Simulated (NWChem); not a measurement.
# Si2H6SO2 (SMILES O[SiH](O)S[SiH3]) at 6 levels

Aim: a comparison of 6 runs (HF/STO-3G, HF/3-21G, B2PLYP/STO-3G, B3LYP/6-31G*, SVWN5/def2-SVP) of Si2H6SO2. 

The calculation is run with NWChem 7.3.0.

**1. Starting point**

Si2H6SO2: 11 atoms, total charge 0, spin state singlet. As SMILES, `O[SiH](O)S[SiH3]`. The coordinates come from a PBE0-D4/def2-TZVP relaxation. This is one conformer, not always the lowest.

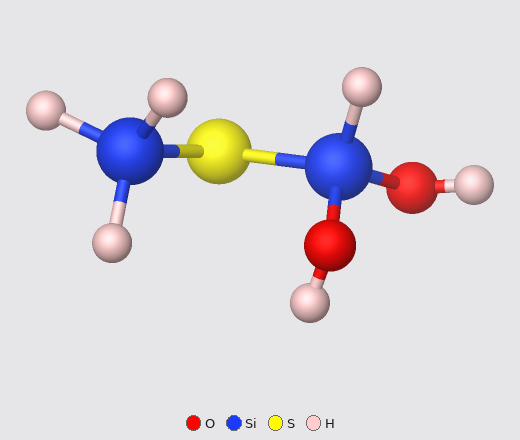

The structure, seen from a chosen angle (oxygen red, silicon blue, sulfur yellow, hydrogen pink).

**2. Energy and gradient at HF/STO-3G (run 1)**

File run.nw:

```
start run
memory total 2200 mb
charge 0
geometry units angstroms noautosym nocenter noautoz
   O    -2.365100    1.081700    0.614000
   Si   -0.937700    0.704600   -0.090400
   O    -1.051800   -0.446600   -1.250600
   S     0.244000    0.058000    1.551300
   Si    1.866200   -0.735700    0.401100
   H    -2.999000    1.576500    0.091800
   H    -0.350100    1.858100   -0.801600
   H    -1.343200   -1.319600   -0.978200
   H     2.193500    0.164700   -0.732900
   H     3.020100   -0.827900    1.327900
   H     1.548200   -2.086900   -0.124500
end
basis "ao basis" spherical bse
   O library STO-3G
   Si library STO-3G
   S library STO-3G
   H library STO-3G
end
scf
   thresh 1e-08
   maxiter 80
   print low
end
task scf gradient
```

The run is started by

```bash
$ nwchem run.nw > run.out
```

Standard output:

```text
[...]
  functions       =    43
[...]
  wavefunction    = RHF
[...]
         Total SCF energy =  -1115.629993722938
      One-electron energy =  -2313.178839765924
      Two-electron energy =    816.911744920988
 Nuclear repulsion energy =    380.637101121998
        Time for solution =      2.5s
[...]
                         RHF ENERGY GRADIENTS
    atom               coordinates                        gradient
                 x          y          z           x          y          z
   1 O      -4.469391   2.044117   1.160292    0.002043   0.013988  -0.028515
   2 Si     -1.771996   1.331501  -0.170831   -0.025472  -0.025116  -0.004447
   3 O      -1.987614  -0.843952  -2.363291   -0.007287  -0.014408   0.028788
   4 S       0.461093   0.109604   2.931532   -0.006404   0.003104   0.022351
   5 Si      3.526607  -1.390271   0.757969   -0.014772   0.004991  -0.000902
   6 H      -5.667288   2.979153   0.173477    0.010779  -0.013297   0.021982
   7 H      -0.661593   3.511300  -1.514804    0.011076   0.020992  -0.012000
   8 H      -2.538280  -2.493682  -1.848530    0.009597   0.018915  -0.016110
   9 H       4.145114   0.311238  -1.384980    0.005544   0.020024  -0.023663
  10 H       5.707161  -1.564504   2.509367    0.022258  -0.000523   0.022731
  11 H       2.925674  -3.943669  -0.235271   -0.007362  -0.028670  -0.010215
[...]
```

Run time: 3.9 s. Hardware: 1 thread of Intel Xeon 6975P-C (Granite Rapids), shared host; peak memory 0.094 GiB.

**3. Energy and gradient at HF/3-21G (run 2)**

File mymol.nw:

```
start mymol
title "H6O2SSi2"
memory stack 880 mb heap 220 mb global 1100 mb
charge 0

geometry units angstrom noautosym nocenter noautoz
 O    -2.365100    1.081700    0.614000
 Si   -0.937700    0.704600   -0.090400
 O    -1.051800   -0.446600   -1.250600
 S     0.244000    0.058000    1.551300
 Si    1.866200   -0.735700    0.401100
 H    -2.999000    1.576500    0.091800
 H    -0.350100    1.858100   -0.801600
 H    -1.343200   -1.319600   -0.978200
 H     2.193500    0.164700   -0.732900
 H     3.020100   -0.827900    1.327900
 H     1.548200   -2.086900   -0.124500
end

basis spherical bse
 * library 3-21G
end

scf
 thresh 1e-08
 maxiter 80
end

task scf gradient
```

The run is started by

```bash
$ nwchem mymol.nw > mymol.out
```

Standard output:

```text
[...]
  functions       =    69
[...]
  wavefunction    = RHF
[...]
         Total SCF energy =  -1122.848342854707
      One-electron energy =  -2313.715666194201
      Two-electron energy =    810.230222217496
 Nuclear repulsion energy =    380.637101121998
        Time for solution =      3.1s
[...]
                         RHF ENERGY GRADIENTS
    atom               coordinates                        gradient
                 x          y          z           x          y          z
   1 O      -4.469391   2.044117   1.160292    0.016154  -0.005209   0.002950
   2 Si     -1.771996   1.331501  -0.170831   -0.001644  -0.035966   0.007937
   3 O      -1.987614  -0.843952  -2.363291   -0.000117   0.015763   0.002390
   4 S       0.461093   0.109604   2.931532    0.005023  -0.002077  -0.025067
   5 Si      3.526607  -1.390271   0.757969   -0.037733   0.019044   0.008224
   6 H      -5.667288   2.979153   0.173477    0.012698  -0.003565  -0.004694
   7 H      -0.661593   3.511300  -1.514804   -0.000234   0.002730  -0.002915
   8 H      -2.538280  -2.493682  -1.848530    0.002923   0.010544   0.009419
   9 H       4.145114   0.311238  -1.384980    0.001821   0.000050  -0.000788
  10 H       5.707161  -1.564504   2.509367    0.000294   0.000241   0.002285
  11 H       2.925674  -3.943669  -0.235271    0.000816  -0.001555   0.000259
[...]
```

Run time: 4.5 s. Hardware: 1 thread of Intel Xeon 6975P-C (Granite Rapids), shared host; peak memory 0.096 GiB.

Runs 3 to 5 aren't shown in full; the table further down has their settings and results.

**4. Energy and gradient at SVWN5/def2-SVP (run 6)**

File h6o2ssi2.xyz:

```xyz
11

O     -2.365100     1.081700     0.614000
Si    -0.937700     0.704600    -0.090400
O     -1.051800    -0.446600    -1.250600
S      0.244000     0.058000     1.551300
Si     1.866200    -0.735700     0.401100
H     -2.999000     1.576500     0.091800
H     -0.350100     1.858100    -0.801600
H     -1.343200    -1.319600    -0.978200
H      2.193500     0.164700    -0.732900
H      3.020100    -0.827900     1.327900
H      1.548200    -2.086900    -0.124500
```

File h6o2ssi2.nw:

```
echo
start h6o2ssi2
memory 2200 mb
geometry noautosym nocenter noautoz
load format xyz h6o2ssi2.xyz
end
basis spherical bse
* library def2-SVP
end
dft
xc slater vwn_5
grid fine
convergence energy 1e-08
maxiter 100
mulliken
end
task dft gradient
```

The run is started by

```bash
$ nwchem h6o2ssi2.nw > h6o2ssi2.out
```

Standard output:

```text
[...]
          Wavefunction type:  closed shell.
          No. of atoms     :    11
          No. of electrons :    66
[...]
          Charge           :     0
          Spin multiplicity:     1
[...]
          AO basis - number of functions:   112
[...]
              XC Information
              --------------
                        Slater Exchange Functional  1.000 local
                      VWN V Correlation Functional  1.000 local
[...]
 d= 0,ls=0.0,diis     1  -1126.0267907508 -1.51D+03  1.81D-02  1.50D+00     1.6
[...]
 d= 0,ls=0.0,diis    11  -1126.1553741349 -3.53D-09  3.14D-07  1.60D-09    12.7
         Total DFT energy =    -1126.155374134944
      One electron energy =    -2321.640030748993
           Coulomb energy =      897.028671197800
    Exchange-Corr. energy =      -82.181115705749
 Nuclear repulsion energy =      380.637101121998
[...]
      Total Density - Mulliken Population Analysis
     ---------------------------------------------
    Atom       Charge   Shell Charges
 -----------   ------   -------------------------------------------------------
    1 O    8     8.32   1.99  1.06  0.63  2.91  1.73  0.01
    2 Si  14    13.52   2.00  1.97  1.03  0.05  5.92  1.26  0.79  0.51
    3 O    8     8.32   1.99  1.06  0.64  2.90  1.73  0.01
    4 S   16    16.31   2.00  1.98  1.27  0.60  5.92  1.86  2.63  0.04
    5 Si  14    13.84   2.00  1.98  1.11  0.20  5.92  1.35  1.11  0.18
    6 H    1     0.79   0.66  0.06  0.07
    7 H    1     1.07   0.71  0.35  0.01
    8 H    1     0.79   0.65  0.07  0.07
    9 H    1     1.01   0.70  0.30  0.01
   10 H    1     1.01   0.70  0.30  0.01
[...]
  wavefunction    = closed shell
[...]
```

Run time: 17 s. Hardware: 1 thread of Intel Xeon 6975P-C (Granite Rapids), shared host; peak memory 0.12 GiB.

**5. Overview of the runs**

```
run                               level      task  iteration cap   energy (Eh)  largest force (eV/Å)  wall time
  1                           HF/STO-3G  gradient             80  -1115.629994                 1.854      3.9 s
  2                            HF/3-21G  gradient             80  -1122.848343                 2.214      4.5 s
  3                       B2PLYP/STO-3G    energy            100  -1117.389739                     –       11 s
  4  B3LYP/6-31G* (spherical functions)  gradient            100  -1131.352407                 0.667       29 s
  5  B3LYP/6-31G* (Cartesian functions)  gradient            100  -1131.361474                 0.648       30 s
  6                      SVWN5/def2-SVP  gradient            100  -1126.155374                 0.812       17 s
```

**6. What came out**

```
                       quantity           value
            run 6: total energy  -1126.15537 Eh
           run 6: dipole moment          1.82 D
             run 6: HOMO energy        -6.23 eV
             run 6: LUMO energy        -0.54 eV
           run 6: HOMO–LUMO gap         5.69 eV
run 6: largest force on an atom      0.812 eV/Å
```

What this shows: Over runs 2, 3, 4, 5, 6 the dipole moment (its size) runs from 1.24 D (B2PLYP/STO-3G) to 2.81 D (HF/3-21G). The two ends differ in method and basis. A double hybrid's value is that of its SCF part. Over runs 2, 3, 4, 6 the HOMO–LUMO gap runs from 5.69 eV (SVWN5/def2-SVP) to 13.87 eV (HF/3-21G). Totals of different functionals can't be ranked against each other. In runs 1, 3 the basis is minimal, so the values are rough. All runs together took 95 s, the longest 30 s.
